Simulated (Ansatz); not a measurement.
# Geometry relaxation of AlH₂Cl₂OF

AlH₂Cl₂OF, computed with RKS PBE-D4/6-31G* (Ansatz 0.2.0).

It belongs to a series of runs on one base structure; here: end point B relaxed. Figures and captions count atoms from 1; the log counts them from 0 in places.

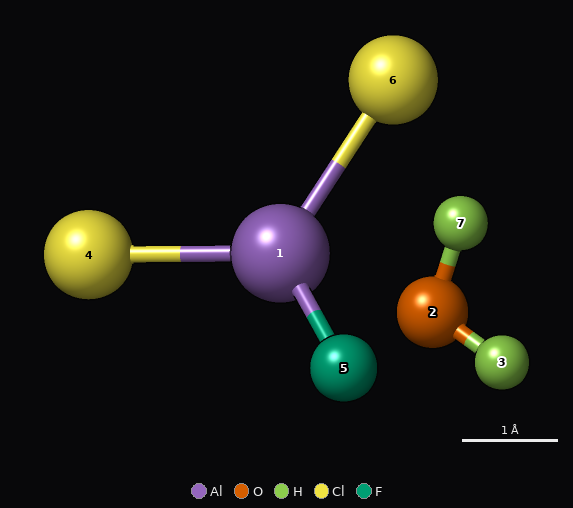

The starting structure (ball-and-stick view, seen at a tilt; atoms are numbered from 1 in the order of the input). Sticks mark near contacts.

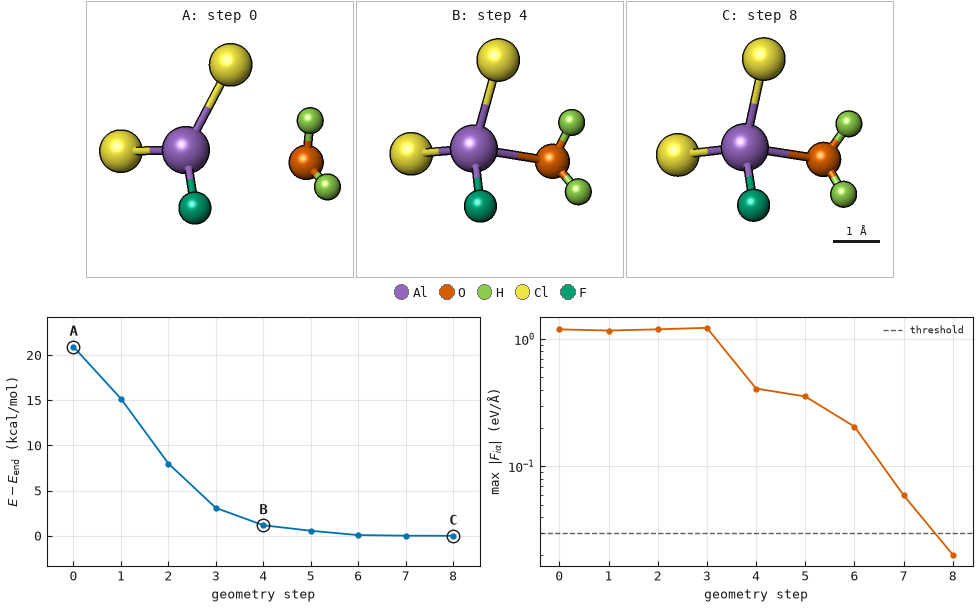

Frames of the relaxation (ball-and-stick view, seen on its broad side) above the curves, on which the letters mark them (the first geometry is step 0 here and step 1 in the log).

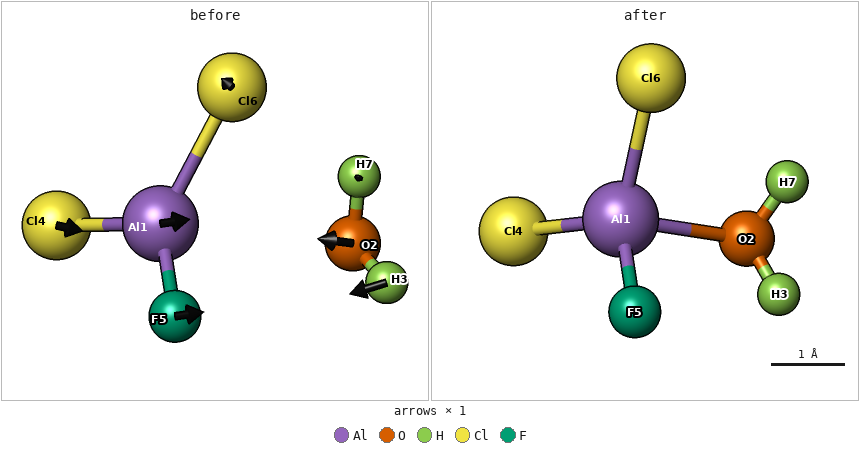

Before (left) and after (right) the relaxation, at one scale (ball-and-stick view, seen on its broad side). The black arrows give the displacements, at true length. The atom that moves furthest after the best rigid fit is H3 (0.55 Å). By element the largest moves are H 0.55 Å, O 0.54 Å, Al 0.44 Å, F 0.43 Å, Cl 0.39 Å. Distances before and after: Al1–O2 2.953 → 1.990 Å, Al1–Cl6 2.197 → 2.137 Å, Al1–Cl4 2.089 → 2.111 Å, Al1–F5 1.657 → 1.676 Å. New bonds form: Al1–O2 (2.95 → 1.99 Å). Among the angles that change: Cl4–Al1–F5 121.6° → 117.8°, H3–O2–H7 103.2° → 107.0°, Cl4–Al1–Cl6 119.6° → 117.5°. The energy falls by 20.9 kcal/mol in 8 geometry steps. Largest force component: 1.2 eV/Å at the start, 0.02 eV/Å at the end. (Atoms are counted from 1 in the order of the input.)

The input that produced these results follows, with the program's output.

**Input**
```yaml
crystal:
  periodic: [false, false, false]
  atoms:
    - { symbol: Al, position_ang: [0.190355, 0.540811, -0.469249] }
    - { symbol: O, position_ang: [0.037507, -0.084967, 2.412513] }
    - { symbol: H, position_ang: [-0.928427, -0.190273, 2.538428] }
    - { symbol: Cl, position_ang: [1.916476, -0.343156, -1.245028] }
    - { symbol: F, position_ang: [-1.318979, -0.04953, -0.814234] }
    - { symbol: Cl, position_ang: [0.315569, 2.518237, 0.479347] }
    - { symbol: H, position_ang: [0.169499, 0.899078, 2.474824] }
basis:
  gaussian: { orbitals: "6-31G*" }
hamiltonian:
  xc: pbe
  dispersion: d4
relax:
  f_tol: 0.03
  max_steps: 50
```

Launched with:
```bash
ansatz run input.yaml --threads 2 --pin off --max-ram 3072MiB --backend cpu --events-out ev --progress --plain --runs-dir out
```

**What the program printed**
```
The last accepted step is kept in [file] (removed where the run ends without a failure and the disk answers)
Engine: ansatz 0.2.0, x86_64-unknown-linux-gnu
Functional definition: PBE
  parameter kappa = 0.804
  parameter beta = 0.06672455060314922
  exchange = pbe_x(kappa = kappa, mu = beta*pi^2/3)
  correlation = pbe_c(beta = beta)
1013 factors; their error is unknown
mean field evaluation 1: about -36417.6296 eV, gradient 6.2e1 eV
mean field evaluation 2: about -36382.1167 eV, gradient 1.5e2 eV
mean field evaluation 4: about -36424.1088 eV, gradient 7.3e0 eV
mean field evaluation 8: about -36424.2424 eV, gradient 4.7e-2 eV
mean field evaluation 16: about -36424.2081 eV, gradient 6.9e-5 eV
mean field -36424.20809656 eV, -1338.5649583336 hartree, gradient 6.9e-5 eV, S^2 0.000000; 0 other end points of the search recorded, 0 dependent functions left out
the calculation of the forces begins
reference -36424.20814024 eV, -1338.5649599387 hartree; 33, 33 occupied and 58, 58 virtual orbitals, 1013 factors
relax step   1: F+E_penalty+E_count = -36424.37113339 eV  Δ(F+E_penalty+E_count) = +0.000e0 eV  max|allowed force component| = 1.194e0 eV/Å  Δτ_max = 0.0000 Å  (25 SCF iters, accepted)
these checks for a lower state are left out or cut short: starts, cluster_reference, orbital_swaps, neighbouring_geometries, increment
1013 factors; their error is unknown
mean field -36424.45451875 eV, -1338.5740141820 hartree, gradient 2.5e-5 eV, S^2 0.000000; 0 other end points of the search recorded, 0 dependent functions left out
the calculation of the forces begins
reference -36424.45456312 eV, -1338.5740158125 hartree; 33, 33 occupied and 58, 58 virtual orbitals, 1013 factors
relax step   2: F+E_penalty+E_count = -36424.62067853 eV  Δ(F+E_penalty+E_count) = -2.495e-1 eV  max|allowed force component| = 1.168e0 eV/Å  Δτ_max = 0.1985 Å  (31 SCF iters, accepted)
these checks for a lower state are left out or cut short: starts, cluster_reference, orbital_swaps, neighbouring_geometries, increment
1013 factors; their error is unknown
mean field evaluation 32: about -36424.7646 eV, gradient 6.9e-6 eV
mean field -36424.76462319 eV, -1338.5854103101 hartree, gradient 6.9e-6 eV, S^2 0.000000; 0 other end points of the search recorded, 0 dependent functions left out
the calculation of the forces begins
reference -36424.76466794 eV, -1338.5854119546 hartree; 33, 33 occupied and 58, 58 virtual orbitals, 1013 factors
relax step   3: F+E_penalty+E_count = -36424.93183726 eV  Δ(F+E_penalty+E_count) = -3.112e-1 eV  max|allowed force component| = 1.195e0 eV/Å  Δτ_max = 0.1949 Å  (32 SCF iters, accepted)
these checks for a lower state are left out or cut short: starts, cluster_reference, orbital_swaps, neighbouring_geometries, increment
1013 factors; their error is unknown
mean field -36424.97059943 eV, -1338.5929797971 hartree, gradient 6.5e-6 eV, S^2 0.000000; 0 other end points of the search recorded, 0 dependent functions left out
the calculation of the forces begins
reference -36424.97064473 eV, -1338.5929814619 hartree; 33, 33 occupied and 58, 58 virtual orbitals, 1013 factors
relax step   4: F+E_penalty+E_count = -36425.14479285 eV  Δ(F+E_penalty+E_count) = -2.130e-1 eV  max|allowed force component| = 1.227e0 eV/Å  Δτ_max = 0.1959 Å  (29 SCF iters, accepted)
these checks for a lower state are left out or cut short: starts, cluster_reference, orbital_swaps, neighbouring_geometries, increment
1013 factors; their error is unknown
mean field -36425.05359829 eV, -1338.5960299492 hartree, gradient 6.9e-6 eV, S^2 0.000000; 0 other end points of the search recorded, 0 dependent functions left out
the calculation of the forces begins
reference -36425.05364285 eV, -1338.5960315865 hartree; 33, 33 occupied and 58, 58 virtual orbitals, 1013 factors
relax step   5: F+E_penalty+E_count = -36425.22796619 eV  Δ(F+E_penalty+E_count) = -8.317e-2 eV  max|allowed force component| = 4.088e-1 eV/Å  Δτ_max = 0.1995 Å  (32 SCF iters, accepted)
these checks for a lower state are left out or cut short: starts, cluster_reference, orbital_swaps, neighbouring_geometries, increment
1013 factors; their error is unknown
mean field -36425.08053193 eV, -1338.5970197421 hartree, gradient 1.5e-5 eV, S^2 0.000000; 0 other end points of the search recorded, 0 dependent functions left out
the calculation of the forces begins
reference -36425.08057677 eV, -1338.5970213899 hartree; 33, 33 occupied and 58, 58 virtual orbitals, 1013 factors
relax step   6: F+E_penalty+E_count = -36425.25434702 eV  Δ(F+E_penalty+E_count) = -2.638e-2 eV  max|allowed force component| = 3.544e-1 eV/Å  Δτ_max = 0.0890 Å  (25 SCF iters, accepted)
these checks for a lower state are left out or cut short: starts, cluster_reference, orbital_swaps, neighbouring_geometries, increment
1013 factors; their error is unknown
mean field -36425.10152772 eV, -1338.5977913232 hartree, gradient 6.5e-6 eV, S^2 0.000000; 0 other end points of the search recorded, 0 dependent functions left out
the calculation of the forces begins
reference -36425.10157263 eV, -1338.5977929736 hartree; 33, 33 occupied and 58, 58 virtual orbitals, 1013 factors
relax step   7: F+E_penalty+E_count = -36425.27522850 eV  Δ(F+E_penalty+E_count) = -2.088e-2 eV  max|allowed force component| = 2.052e-1 eV/Å  Δτ_max = 0.0737 Å  (26 SCF iters, accepted)
these checks for a lower state are left out or cut short: starts, cluster_reference, orbital_swaps, neighbouring_geometries, increment
1013 factors; their error is unknown
mean field evaluation 64: about -36425.1047 eV, gradient 8.1e-2 eV
mean field -36425.10467943 eV, -1338.5979071463 hartree, gradient 2.2e-5 eV, S^2 0.000000; 0 other end points of the search recorded, 0 dependent functions left out
the calculation of the forces begins
reference -36425.10472430 eV, -1338.5979087954 hartree; 33, 33 occupied and 58, 58 virtual orbitals, 1013 factors
relax step   8: F+E_penalty+E_count = -36425.27808941 eV  Δ(F+E_penalty+E_count) = -2.861e-3 eV  max|allowed force component| = 5.920e-2 eV/Å  Δτ_max = 0.0236 Å  (26 SCF iters, accepted)
these checks for a lower state are left out or cut short: starts, cluster_reference, orbital_swaps, neighbouring_geometries, increment
1013 factors; their error is unknown
mean field -36425.10534776 eV, -1338.5979317071 hartree, gradient 2.4e-5 eV, S^2 0.000000; 0 other end points of the search recorded, 0 dependent functions left out
the calculation of the forces begins
reference -36425.10539259 eV, -1338.5979333544 hartree; 33, 33 occupied and 58, 58 virtual orbitals, 1013 factors
relax step   9: F+E_penalty+E_count = -36425.27872418 eV  Δ(F+E_penalty+E_count) = -6.348e-4 eV  max|allowed force component| = 2.019e-2 eV/Å  Δτ_max = 0.0195 Å  (26 SCF iters, accepted)
1013 factors; their error is unknown
mean field -36425.10534776 eV, -1338.5979317071 hartree, gradient 2.4e-5 eV, S^2 0.000000; 1 other end points of the search recorded, 0 dependent functions left out
the calculation of the forces begins
reference -36425.10539259 eV, -1338.5979333544 hartree; 33, 33 occupied and 58, 58 virtual orbitals, 1013 factors
Total energy: -36425.27876901 eV, -1338.6043048203 hartree
Atom 0 at     0.157969     0.573023    -0.030264 Å, force    -0.002708     0.018146     0.006580 eV/Å
Atom 1 at     0.095173     0.028243     1.882502 Å, force     0.016891    -0.016543    -0.004019 eV/Å
Atom 2 at    -0.774393    -0.401623     2.045211 Å, force    -0.003315     0.014967    -0.007813 eV/Å
Atom 3 at     1.815810    -0.422819    -0.875382 Å, force     0.002123    -0.000504    -0.002907 eV/Å
Atom 4 at    -1.371572    -0.006160    -0.394252 Å, force    -0.000255    -0.001210     0.002828 eV/Å
Atom 5 at     0.339856     2.673206     0.319518 Å, force    -0.002387    -0.020190    -0.003379 eV/Å
Atom 6 at     0.119156     0.846330     2.429269 Å, force    -0.010349     0.005334     0.008709 eV/Å
Dipole moment:    -0.357383    -0.181063     1.016369 e Å
```

**Trajectory as extended XYZ (Å, eV, eV/Å), 9 frames, from step=1 to step=9**
```
7
Properties=species:S:1:pos:R:3:forces:R:3 step=1 energy=-36424.37113
Al    0.1904    0.5408   -0.4692    0.0537   0.7262   1.1940
O     0.0375   -0.0850    2.4125    0.0962   0.6312  -0.7279
H    -0.9284   -0.1903    2.5384    0.0050  -0.0043   0.0085
Cl    1.9165   -0.3432   -1.2450   -0.0143   0.0067   0.0061
F    -1.3190   -0.0495   -0.8142   -0.0218  -0.0049  -0.0110
Cl    0.3156    2.5182    0.4793   -0.0500  -0.8035  -0.5341
H     0.1695    0.8991    2.4748   -0.0688  -0.5512   0.0645
7
Properties=species:S:1:pos:R:3:forces:R:3 step=2 energy=-36424.62068
Al    0.1861    0.5155   -0.3503   -0.1617   0.2298   1.0058
O     0.0305   -0.0566    2.2162   -0.7424   1.1684   0.0871
H    -0.9070   -0.1906    2.5417    0.7562  -0.1604  -0.5071
Cl    1.8994   -0.3378   -1.2022    0.0138  -0.0369   0.0819
F    -1.3138   -0.0408   -0.7998    0.0091  -0.0242   0.0505
Cl    0.3088    2.4979    0.4715    0.0222  -0.1424  -0.2630
H     0.1779    0.9024    2.4994    0.1027  -1.0342  -0.4552
7
Properties=species:S:1:pos:R:3:forces:R:3 step=3 energy=-36424.93184
Al    0.1639    0.4763   -0.1607   -0.2470   0.1422   0.6374
O     0.0316   -0.0376    2.0568   -0.7804   1.1947   0.3727
H    -0.8785   -0.2098    2.4504    0.7822  -0.2139  -0.7644
Cl    1.8647   -0.3258   -1.1099    0.0137  -0.0964   0.2120
F    -1.3164   -0.0317   -0.7425    0.0540  -0.0386   0.2490
Cl    0.3135    2.5316    0.4436    0.0110  -0.0205  -0.0418
H     0.2032    0.8872    2.4388    0.1665  -0.9675  -0.6649
7
Properties=species:S:1:pos:R:3:forces:R:3 step=4 energy=-36425.14479
Al    0.1378    0.4635    0.0202   -0.0756   0.3893  -1.1320
O     0.0451    0.0045    1.8768   -0.4151   0.0770   1.2271
H    -0.8367   -0.2311    2.2602    0.1342  -0.3489  -0.4616
Cl    1.8281   -0.3445   -0.9738   -0.0389  -0.0520   0.2648
F    -1.3328   -0.0465   -0.6032    0.0698   0.0142   0.3224
Cl    0.3133    2.5721    0.4697   -0.0076  -0.0397   0.0032
H     0.2271    0.8723    2.3269    0.3332  -0.0399  -0.2239
7
Properties=species:S:1:pos:R:3:forces:R:3 step=5 energy=-36425.22797
Al    0.1105    0.5738   -0.0708    0.2326  -0.3234   0.2877
O     0.1138   -0.0271    1.8638   -0.2414   0.4088  -0.0053
H    -0.7670   -0.3565    2.1560    0.0328  -0.1471  -0.1851
Cl    1.8328   -0.4214   -0.7898   -0.0736   0.0760  -0.1233
F    -1.4034    0.0019   -0.4776   -0.0648   0.0628  -0.0734
Cl    0.3140    2.6506    0.4182   -0.0569  -0.0268  -0.0659
H     0.1813    0.8690    2.2769    0.1711  -0.0503   0.1653
7
Properties=species:S:1:pos:R:3:forces:R:3 step=6 energy=-36425.25435
Al    0.1230    0.5712   -0.0400    0.0866  -0.1761   0.0072
O     0.1084   -0.0231    1.8827   -0.1051   0.3544  -0.0840
H    -0.7665   -0.3919    2.1350   -0.0542  -0.1239  -0.1065
Cl    1.8295   -0.4041   -0.8123   -0.0294  -0.0150  -0.0639
F    -1.4004    0.0259   -0.4658    0.0334   0.0070   0.0411
Cl    0.3280    2.6655    0.3316   -0.0454  -0.0334   0.0703
H     0.1599    0.8468    2.3454    0.1141  -0.0130   0.1357
7
Properties=species:S:1:pos:R:3:forces:R:3 step=7 energy=-36425.27523
Al    0.1509    0.5577   -0.0322   -0.0197   0.0303  -0.0583
O     0.0976    0.0261    1.8786   -0.1438   0.0684   0.2052
H    -0.7709   -0.3974    2.0771    0.1145   0.0409  -0.0613
Cl    1.8263   -0.4191   -0.8695   -0.0418  -0.0093   0.0081
F    -1.3832    0.0116   -0.4274    0.0580  -0.0418   0.0288
Cl    0.3291    2.6529    0.3373    0.0198   0.0641   0.0015
H     0.1322    0.8584    2.4127    0.0129  -0.1527  -0.1241
7
Properties=species:S:1:pos:R:3:forces:R:3 step=8 energy=-36425.27809
Al    0.1547    0.5687   -0.0296   -0.0135   0.0346  -0.0309
O     0.0945    0.0277    1.8819   -0.0332   0.0148   0.0592
H    -0.7737   -0.3997    2.0619    0.0299   0.0176  -0.0289
Cl    1.8156   -0.4215   -0.8752    0.0062  -0.0047   0.0030
F    -1.3723   -0.0041   -0.4136    0.0136   0.0010   0.0277
Cl    0.3373    2.6692    0.3265   -0.0024  -0.0257  -0.0009
H     0.1259    0.8499    2.4248   -0.0006  -0.0377  -0.0293
7
Properties=species:S:1:pos:R:3:forces:R:3 step=9 energy=-36425.27872
Al    0.1580    0.5730   -0.0303   -0.0027   0.0181   0.0066
O     0.0952    0.0282    1.8825    0.0169  -0.0165  -0.0040
H    -0.7744   -0.4016    2.0452   -0.0033   0.0150  -0.0078
Cl    1.8158   -0.4228   -0.8754    0.0021  -0.0005  -0.0029
F    -1.3716   -0.0062   -0.3943   -0.0003  -0.0012   0.0028
Cl    0.3399    2.6732    0.3195   -0.0024  -0.0202  -0.0034
H     0.1192    0.8463    2.4293   -0.0103   0.0053   0.0087
```

**Key numbers**

- outcome: converged
- total energy: −36425.2788 eV
- mean-field energy: −36425.1054 eV
- largest force (length of the vector) at the end: 0.024 eV/Å
- hardware: 2 threads of AMD EPYC (Zen 3), 24 GiB of memory available, shared host
- wall time: 15 s (CPU time 28 s)
- peak memory: 0.17 GiB
